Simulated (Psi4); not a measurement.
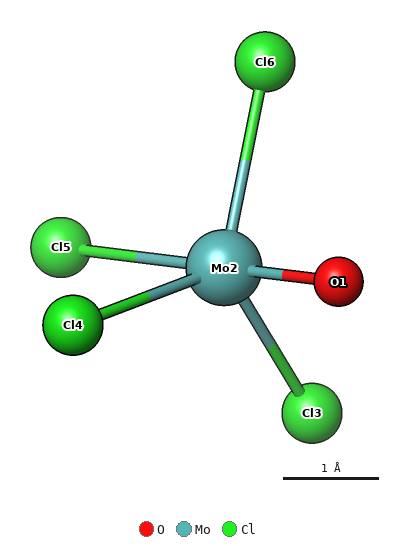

Figure 1. The structure as given in the input (ball-and-stick view, seen at a tilt; atoms are numbered from 1 in the order of the input). Sticks mark near contacts. Bond lengths as drawn: Cl–Mo 2.23 to 2.37 Å and Mo–O 1.67 Å.

**Run report: MoCl4O (charge +1), single-point calculation**

The run: single-point calculation of MoCl4O, charge +1, multiplicity 2. Method and program: OMP2/def2-SVP, UHF (Psi4 1.11).

The run did not end well. The geometry is that of the parent species in another charge or spin state. The geometry comes from this level: PBE0-D4/def2-TZVP.

## Input file (cl4moo.py)
```python
import psi4

psi4.set_memory(2200000000)
psi4.set_num_threads(1)
psi4.set_output_file('psi4.out', False)

mol = psi4.geometry("""
1 2
O     -0.647300    -1.552840     0.739910
Mo    -0.060260    -0.144860     0.068810
Cl     2.064980    -0.754570     0.382320
Cl    -1.047850    -0.541190    -1.894310
Cl     0.775250     1.861870    -0.884910
Cl    -1.084830     1.131590     1.588170
symmetry c1
no_reorient
no_com
""")

options = {'reference': 'uhf', 'puream': True, 'e_convergence': 1e-09, 'd_convergence': 1e-08, 'scf_type': 'pk', 'num_frozen_docc': 21, 'maxiter': 100}
psi4.set_options(options)

e, wfn = psi4.energy("omp2/def2-SVP", molecule=mol, return_wfn=True)
print(f'omp2/def2-SVP energy: {e:.10f} Eh')
```

Machine: 1 thread of Intel Xeon (Granite Rapids), 64 GiB of memory available, shared host.

Launch command:
```bash
python cl4moo.py
```

## Log
```
Psi4 1.11 release

   => Loading Basis Set <=

    Name: DEF2-SVP
    Role: ORBITAL
    Keyword: BASIS

    !!!  WARNING: ECP capability is in beta. Please check occupations closely.  !!!

         ---------------------------------------------------------
                                   SCF
                              UHF Reference
                        1 Threads,   2098 MiB Core
         ---------------------------------------------------------

  ==> Geometry <==

    Molecular point group: c1
    Full point group: C1

    Geometry (in Angstrom), charge = 1, multiplicity = 2:

       Center              X                  Y                   Z               Mass
    ------------   -----------------  -----------------  -----------------  -----------------
         O           -0.647300000000    -1.552840000000     0.739910000000    15.994914619570
         MO          -0.060260000000    -0.144860000000     0.068810000000    97.905404820000
         CL           2.064980000000    -0.754570000000     0.382320000000    34.968852682000
         CL          -1.047850000000    -0.541190000000    -1.894310000000    34.968852682000
         CL           0.775250000000     1.861870000000    -0.884910000000    34.968852682000
         CL          -1.084830000000     1.131590000000     1.588170000000    34.968852682000

  Running in c1 symmetry.

  Rotational constants: A =      0.03456  B =      0.03454  C =      0.03230 [cm^-1]
  Rotational constants: A =   1036.07329  B =   1035.43851  C =    968.24986 [MHz]
  Nuclear repulsion =  614.411582442845543

  Charge       = 1
  Multiplicity = 2
  Electrons    = 89
  Nalpha       = 45
  Nbeta        = 44

  ==> Algorithm <==

  SCF Algorithm Type is PK.
  DIIS enabled.
  MOM disabled.
  Fractional occupation disabled.
  Guess Type is SAD.
  Energy threshold   = 1.00e-09
  Density threshold  = 1.00e-08
  Integral threshold = 1.00e-12

  ==> Primary Basis <==

  Basis Set: DEF2-SVP
    Blend: DEF2-SVP
    Number of shells: 49
    Number of basis functions: 117
    Number of Cartesian functions: 127
    Spherical Harmonics?: true
    Max angular momentum: 3

  Core potential: DEF2-SVP
    Number of shells: 4
    Number of ECP primitives: 14
    Number of ECP core electrons: 28
    Max angular momentum: 3

  ==> Integral Setup <==

  Using in-core PK algorithm.
   Calculation information:
      Number of atoms:                   6
      Number of AO shells:              49
      Number of primitives:            103
      Number of atomic orbitals:       127
      Number of basis functions:       117

      Integral cutoff                 1.00e-12
      Number of threads:                 1

  Performing in-core PK
  Using 47658312 doubles for integral storage.
  We computed 560390 shell quartets total.
  Whereas there are 750925 unique shell quartets.

  ==> DiskJK: Disk-Based J/K Matrices <==

    J tasked:                  Yes
    K tasked:                  Yes
    wK tasked:                  No
    Memory [MiB]:             1573
    Schwarz Cutoff:          1E-12

  Minimum eigenvalue in the overlap matrix is 7.2822845160E-03.
  Reciprocal condition number of the overlap matrix is 1.8017303629E-03.
    Using symmetric orthogonalization.

  ==> Pre-Iterations <==

  SCF Guess: Superposition of Atomic Densities via on-the-fly atomic UHF (no occupation information).

   -------------------------
    Irrep   Nso     Nmo
   -------------------------
     A        117     117
   -------------------------
    Total     117     117
   -------------------------

  ==> Iterations <==

                        Total Energy        Delta E     RMS |[F,P]|

   @UHF iter SAD: -1978.82406031456753   -1.97882e+03   0.00000e+00
   @UHF iter   1: -1978.62590207053586    1.98158e-01   9.99168e-03 DIIS/ADIIS
   @UHF iter   2: -1975.30780007036810    3.31810e+00   2.68044e-02 DIIS/ADIIS
   @UHF iter   3: -1979.34597747952171   -4.03818e+00   2.39895e-03 DIIS/ADIIS
   @UHF iter   4: -1979.39129109464648   -4.53136e-02   1.08394e-03 DIIS/ADIIS
   @UHF iter   5: -1979.40458134577671   -1.32903e-02   4.33273e-04 DIIS/ADIIS
   @UHF iter   6: -1979.41333296375296   -8.75162e-03   2.45018e-04 DIIS/ADIIS
   @UHF iter   7: -1979.41663356902495   -3.30061e-03   1.30624e-04 DIIS/ADIIS
   @UHF iter   8: -1979.41753579318106   -9.02224e-04   8.97972e-05 DIIS
   @UHF iter   9: -1979.41803888314439   -5.03090e-04   6.33285e-05 DIIS
[... 81 lines of further cycles ...]
   @UHF iter  91: -1979.41775207081287    5.46220e-09   1.90945e-07 DIIS
   @UHF iter  92: -1979.41775207222690   -1.41404e-09   1.91654e-07 DIIS
   @UHF iter  93: -1979.41775207191517    3.11729e-10   1.89425e-07 DIIS
   @UHF iter  94: -1979.41775206463467    7.28051e-09   1.87909e-07 DIIS
   @UHF iter  95: -1979.41775207246678   -7.83211e-09   1.70562e-07 DIIS
   @UHF iter  96: -1979.41775208836680   -1.59000e-08   1.59587e-07 DIIS
   @UHF iter  97: -1979.41775210311016   -1.47434e-08   1.46185e-07 DIIS
   @UHF iter  98: -1979.41775211190929   -8.79913e-09   1.40805e-07 DIIS
   @UHF iter  99: -1979.41775211653021   -4.62092e-09   1.39004e-07 DIIS
   @UHF iter 100: -1979.41775212234370   -5.81349e-09   1.38300e-07 DIIS

PsiException: Could not converge SCF iterations in 100 iterations.

  Failed to converge.
```

## Standard output
```
psi4.driver.p4util.exceptions.SCFConvergenceError: Could not converge SCF iterations in 100 iterations.
```

## What the run reported

```csv
quantity,value
outcome,not converged
wall time,18 s
peak memory,0.55 GiB
```

## What went wrong

The run did not converge: “psi4.driver.p4util.exceptions.SCFConvergenceError: Could not converge SCF iterations in 100 iterations.” Its last values are not results.
